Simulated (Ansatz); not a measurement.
C2H10O2Si2: several calculations on one system

**1. Relaxation**

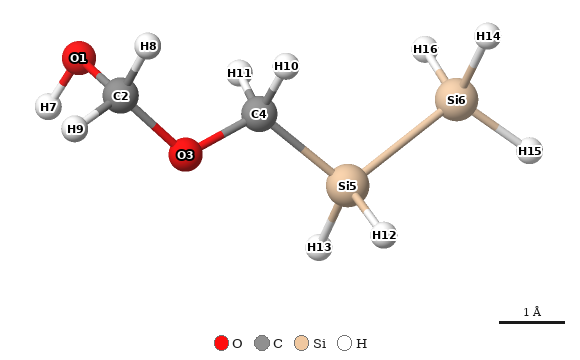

C2H10O2Si2, before the relaxation. Style: ball-and-stick. Shown at a tilt.

The run prepares an end point of a later path (torsion) calculation, from a guessed geometry.

These are results of RKS B3LYP/6-31G* in Ansatz 0.2.0, not measurements.

Input file:
```yaml
crystal:
  periodic: [false, false, false]
  atoms:
    - { symbol: O, position_ang: [0.1735, -2.9816, -1.0549] }
    - { symbol: C, position_ang: [1.3034, -2.2159, -0.7964] }
    - { symbol: O, position_ang: [1.0632, -0.8273, -1.0295] }
    - { symbol: C, position_ang: [0.3176, -0.2314, -0.0221] }
    - { symbol: Si, position_ang: [-0.1001, 1.5822, -0.2517] }
    - { symbol: Si, position_ang: [-1.5002, 2.2432, 1.4857] }
    - { symbol: H, position_ang: [0.0488, -2.8881, -2.0279] }
    - { symbol: H, position_ang: [1.6651, -2.3852, 0.228] }
    - { symbol: H, position_ang: [2.1023, -2.5427, -1.4251] }
    - { symbol: H, position_ang: [0.7116, -0.3907, 0.9862] }
    - { symbol: H, position_ang: [-0.7264, -0.771, -0.0013] }
    - { symbol: H, position_ang: [1.1847, 2.3812, -0.1583] }
    - { symbol: H, position_ang: [-0.8051, 1.8819, -1.5636] }
    - { symbol: H, position_ang: [-0.8775, 1.9668, 2.8156] }
    - { symbol: H, position_ang: [-1.8182, 3.6634, 1.41] }
    - { symbol: H, position_ang: [-2.7655, 1.4926, 1.4495] }
basis:
  gaussian: { orbitals: "6-31G*" }
hamiltonian:
  xc: b3lyp
relax:
  f_tol: 0.015
  max_steps: 40
output:
  orbitals: {}
```

Run as
```bash
ansatz run input.yaml --threads 2 --pin off --max-ram 3072MiB --backend cpu --events-out ev --progress --plain --runs-dir out
```

### What does the optimiser find from here?

H9 moves most after the best rigid fit: 0.30 Å. Largest moves by element: H 0.30 Å, C 0.22 Å, O 0.13 Å, Si 0.13 Å. Among the contacts that change: C4–H11 1.175 → 1.099 Å, O3–C4 1.388 → 1.432 Å, C4–Si5 1.875 → 1.908 Å, Si6–H15 1.457 → 1.490 Å. Bond angles that change, for instance: O3–C4–Si5 116.5° → 107.5°, Si5–C4–H11 104.4° → 111.0°, O1–C2–H8 110.9° → 105.2°. After 9 geometry steps the energy has fallen by 7.76 kcal/mol. The largest force component goes from 3.1 to 0.0081 eV/Å.

History of the run:

| step | E − E(0), kcal/mol | largest force component, eV/Å |
| --- | --- | --- |
| 0 | 0.00 | 3.1443 |
| 1 | -6.17 | 1.0322 |
| 2 | -6.33 | 0.7180 |
| 3 | -7.46 | 0.2832 |
| 4 | -7.58 | 0.3818 |
| 5 | -7.71 | 0.0534 |
| 6 | -7.74 | 0.0312 |
| 7 | -7.75 | 0.0403 |
| 8 | -7.76 | 0.0208 |
| 9 | -7.76 | 0.0081 |

The structure at the end:

```xyz
16

O     0.2656   -2.9954   -1.1494
C     1.3835   -2.1841   -0.8862
O     1.1007   -0.8064   -0.9270
C     0.2174   -0.3682    0.1119
Si   -0.1247    1.4873   -0.1696
Si   -1.5413    2.3591    1.4972
H    -0.0275   -2.7943   -2.0535
H     1.7316   -2.4873    0.1104
H     2.1822   -2.3290   -1.6248
H     0.6796   -0.5343    1.0997
H    -0.7161   -0.9473    0.0931
H     1.1654    2.2315   -0.1658
H    -0.7577    1.6687   -1.5061
H    -0.9424    2.1951    2.8522
H    -1.7764    3.8122    1.2682
H    -2.8627    1.6699    1.4937
```

The end point in the same view:

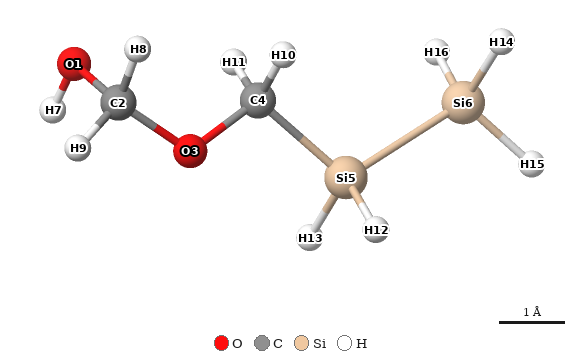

**2. Relaxation**

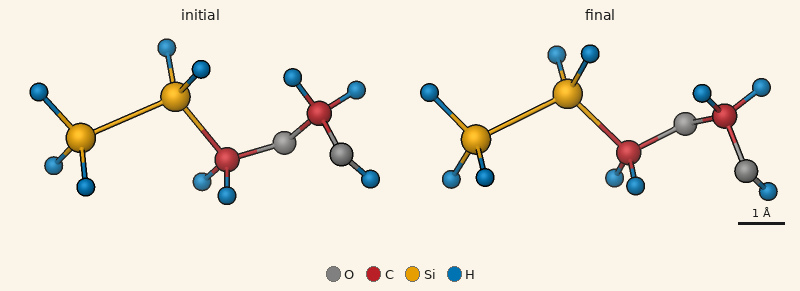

The structure of C$_{2}$H$_{10}$O$_{2}$Si$_{2}$ before (left) and after (right) a relaxation, at one scale.

A ball-and-stick model, seen face on.

The run prepares an end point of a later path (torsion) calculation, from a guessed geometry.

Level of theory: RKS B3LYP/6-31G* (Ansatz).

Input
```yaml
crystal:
  periodic: [false, false, false]
  atoms:
    - { symbol: O, position_ang: [0.1735, -2.9816, -1.0549] }
    - { symbol: C, position_ang: [1.3034, -2.2159, -0.7964] }
    - { symbol: O, position_ang: [1.0632, -0.8273, -1.0295] }
    - { symbol: C, position_ang: [0.3176, -0.2314, -0.0221] }
    - { symbol: Si, position_ang: [1.07784, -0.22999, 1.69207] }
    - { symbol: Si, position_ang: [-0.30404, 0.99098, 3.11173] }
    - { symbol: H, position_ang: [0.0488, -2.8881, -2.0279] }
    - { symbol: H, position_ang: [1.6651, -2.3852, 0.228] }
    - { symbol: H, position_ang: [2.1023, -2.5427, -1.4251] }
    - { symbol: H, position_ang: [-0.71866, -0.57756, 0.03816] }
    - { symbol: H, position_ang: [0.21516, 0.90681, -0.29689] }
    - { symbol: H, position_ang: [1.12817, -1.66061, 2.19069] }
    - { symbol: H, position_ang: [2.46512, 0.38725, 1.74089] }
    - { symbol: H, position_ang: [-1.69645, 0.4488, 3.10741] }
    - { symbol: H, position_ang: [0.19107, 0.98346, 4.48236] }
    - { symbol: H, position_ang: [-0.39673, 2.39191, 2.67071] }
basis:
  gaussian: { orbitals: "6-31G*" }
hamiltonian:
  xc: b3lyp
relax:
  f_tol: 0.015
  max_steps: 40
```

Run as
```bash
ansatz run input.yaml --threads 2 --pin off --max-ram 3072MiB --backend cpu --events-out ev --progress --plain --runs-dir out
```

### What changed between the two?

Over 13 accepted moves (14 points after the start) the energy falls by 9.30 kcal/mol. Largest force component: 3 eV/Å at the start, 0.01 eV/Å at the end. The line search rejected the trial step at point 13 of the run. The forces were under the threshold at step 11, but the run went on from there. The atom that moves furthest after the best rigid fit is H8 (0.65 Å). By element the largest moves are H 0.65 Å, O 0.45 Å, Si 0.22 Å, C 0.21 Å. Some distances before and after: C4–H11 1.175 → 1.096 Å, O3–C4 1.388 → 1.440 Å, C4–Si5 1.875 → 1.918 Å, Si6–H15 1.457 → 1.490 Å. Bond angles that change, for instance: O1–C2–H8 110.9° → 105.1°, O3–C4–Si5 116.5° → 111.3°, H8–C2–H9 104.8° → 109.9°. Groups turn about O3–C4 by about 30°.

**3. Path**

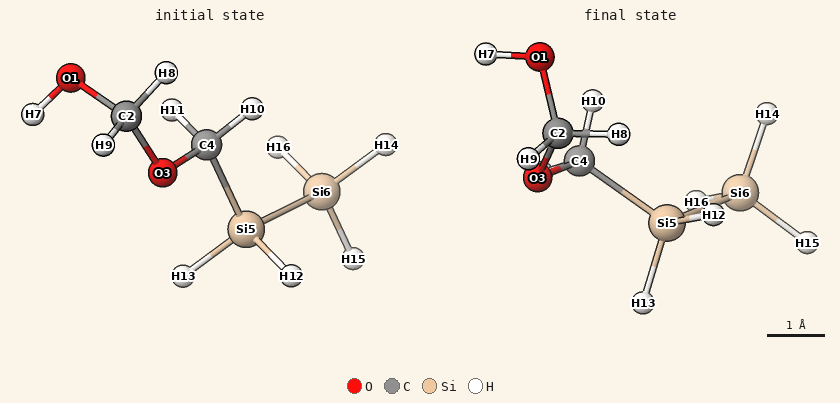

The two relaxed end points of a path for C₂H₁₀O₂Si₂. Style: ball-and-stick. Shown from a free direction.

Level of theory: RKS B3LYP/6-31G* (Ansatz 0.2.0).

Run with 7 movable images; climbing image; force threshold 0.03 eV/Å; iteration limit 40.

Start:
```xyz
16

O     0.2654   -2.9945   -1.1518
C     1.3834   -2.1840   -0.8865
O     1.1013   -0.8062   -0.9264
C     0.2171   -0.3685    0.1119
Si   -0.1237    1.4875   -0.1684
Si   -1.5418    2.3586    1.4975
H    -0.0266   -2.7924   -2.0560
H     1.7301   -2.4884    0.1102
H     2.1829   -2.3288   -1.6242
H     0.6780   -0.5356    1.1000
H    -0.7167   -0.9470    0.0915
H     1.1668    2.2310   -0.1625
H    -0.7550    1.6704   -1.5055
H    -0.9446    2.1931    2.8530
H    -1.7758    3.8121    1.2695
H    -2.8636    1.6702    1.4918
```

End:
```xyz
16

O     1.2712   -2.8429   -0.1272
C     1.4565   -1.7317   -0.9708
O     0.2480   -1.1694   -1.4210
C    -0.5391   -0.5644   -0.3780
Si   -0.1277    1.2994   -0.1857
Si   -1.3093    2.2943    1.5920
H     0.7886   -3.5123   -0.6397
H     2.0451   -1.0193   -0.3794
H     1.9994   -1.9941   -1.8871
H    -0.4179   -1.1220    0.5592
H    -1.5868   -0.6746   -0.6801
H     1.3364    1.4637    0.0451
H    -0.4582    1.9951   -1.4610
H    -0.9702    1.6420    2.8885
H    -0.9777    3.7426    1.7005
H    -2.7809    2.1709    1.3889
```

What barrier does the band find between them, and by what path?

Answer. The highest point, image 5, lies 6.3 kJ/mol above the start and 2.2 kJ/mol above the end; the end is at +4.1 kJ/mol relative to the start. The motion is a rotation about the O3–C4 bond by about 95°. No bond forms or breaks between the ends. The band is converged. At the top, the vibrational analysis gives one imaginary mode (63i cm⁻¹), as a transition state must have.

Energies of the converged images:

```csv
image,path (Å),E (kJ/mol)
0,0.00,0.0
1,0.55,0.5
2,1.10,1.8
3,1.65,3.7
4,2.20,5.5
5,2.75,6.3
6,3.23,5.7
7,3.72,4.6
8,4.20,4.1
```

The geometry at the top of the path:

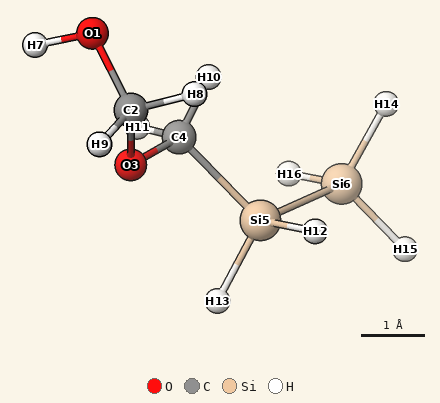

Cost: 4.5 min on 2 threads of Arm Neoverse V2, with other jobs on the host, peak memory 0.32 GiB.
